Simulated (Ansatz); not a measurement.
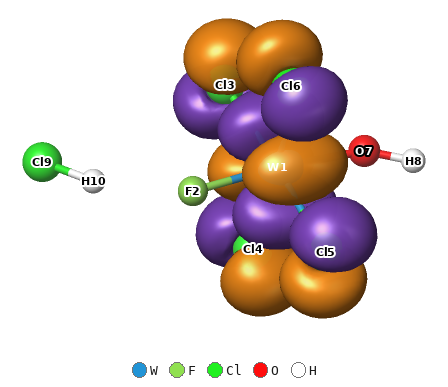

Figure 1: Cl4FHOW···HCl. The LUMO at ±0.08 Å⁻³ᐟ² (orange and purple are the two phases), seen from one side.

Core potentials replace the inner electrons of W.

Method: RKS PBE/def2-SVP (Ansatz 0.2.0).

```xyz
10

W     0.0394    0.1212   -0.3658
F     0.0176    0.4355    1.5038
Cl    2.3512    0.1420   -0.4146
Cl    0.0312    2.4318   -0.6489
Cl   -2.2994    0.1125   -0.2053
Cl    0.0966   -2.1556    0.1284
O    -0.1379   -0.1899   -2.1849
H    -0.6891   -0.3307   -2.9747
Cl    2.4438    1.7545    3.2031
H     1.3164    1.2233    2.8296
```

**Where does this orbital lie, and at what energy?**

By Hirshfeld shares it lies mainly on W1 (about 55 %), Cl4 (about 10 %), Cl3 (about 10 %), Cl5 (about 10 %) and Cl6 (about 10 %). Its energy is −5.71 eV.
